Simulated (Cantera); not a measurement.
A closed system holds: 1 mol (CH3)2SiCl2, 0.044 mol HCl, 160 mol H2, equilibrated at 15000 Pa.

Equilibrium computed with Cantera from the NASA thermochemical tables; the gas is ideal and each condensed phase is pure. Candidate condensed phases: C, C6H6, C7H8, C8H18, Si, SiC; 109 gas species. The feed counts by its element totals alone. The tables' values for SiCl are old estimates; treat these amounts as uncertain. Gases not in the tables: Si2H6 and higher silanes. Equilibrium is a limit: real reactors are often held back by kinetics, nucleation or transport.

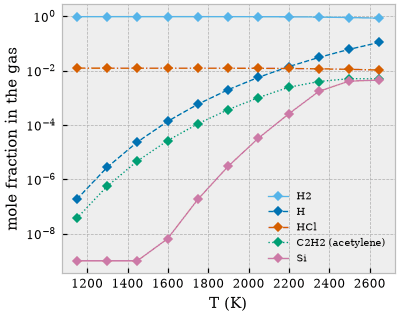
*Equilibrium gas composition (values under 1e-9 drawn at 1e-9)*

From 1148 K to 2198 K the condensed part is C(graphite) + SiC(s). At 2348 K the condensed part is SiC(s). From 2498 K to 2648 K nothing is condensed. The main Si-bearing gas is SiHCl3 at 1148 K and Si at 2648 K.
